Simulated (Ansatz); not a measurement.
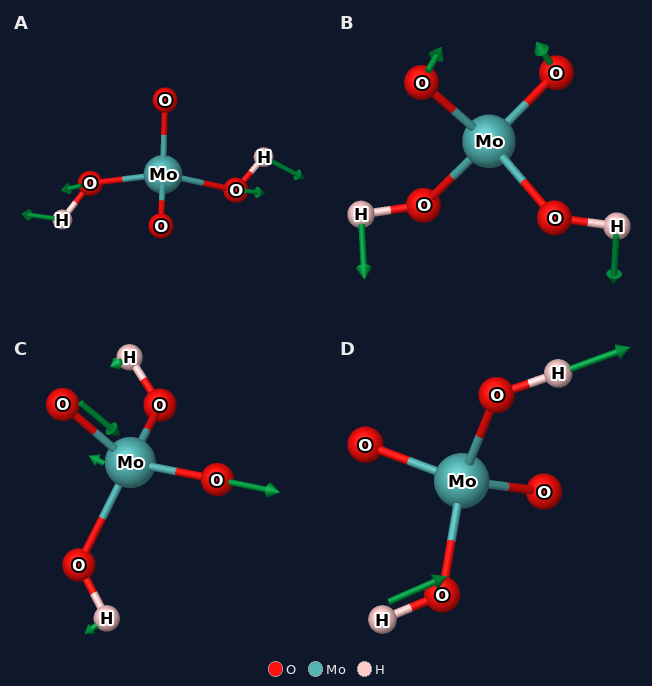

4 normal modes of one molecule or complex, as arrows. The species is neutral and a spin singlet. Harmonic vibrations computed with RKS PBE0-D4/def2-TZVP, core potentials on Mo (Ansatz 0.2.0) at a stationary point of the same level.

Match the panels to the wavenumbers 372 cm⁻¹, 741 cm⁻¹, 1044 cm⁻¹, 3889 cm⁻¹.

A: 741 cm⁻¹
B: 372 cm⁻¹
C: 1044 cm⁻¹, out-of-phase stretching of 2 Mo–O bonds
D: 3889 cm⁻¹, out-of-phase stretching of 2 O–H bonds
